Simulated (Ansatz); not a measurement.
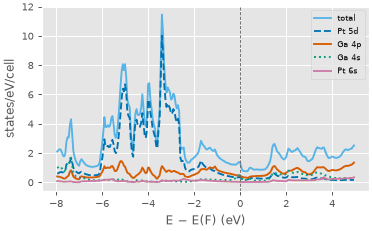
Figure. Total and projected density of states of Ga₃Pt₂ (La2O3 or Ni2Al3 type, P-3m1), DFT-r²SCAN in the program Ansatz with PAW potentials

### Question
Which orbitals carry the states next to the Fermi level?

### Answer
Within 0.5 eV of the Fermi level: Ga 4p 41 %, Pt 5d 28 %, Ga 4s 22 %. Projections are on Löwdin-orthogonalised atomic valence shells; empty p or d shells of many metals are not among them.

### Question
Where is the tallest occupied peak in this window, and what makes it?

### Answer
Near -3.4 eV, about 11 states/eV per cell; the largest projected share is Pt 5d.

The workflow started from an entry of the Crystallography Open Database (COD). Its standing as an ambient phase is unchecked. Symmetry was held in the r²SCAN relaxation; whether a distortion lowers the energy is not shown. The run is not spin-polarised. Scalar-relativistic: spin–orbit coupling is off unless named, which matters more the heavier the elements.

Potentials: the later of the program's two PAW sets.
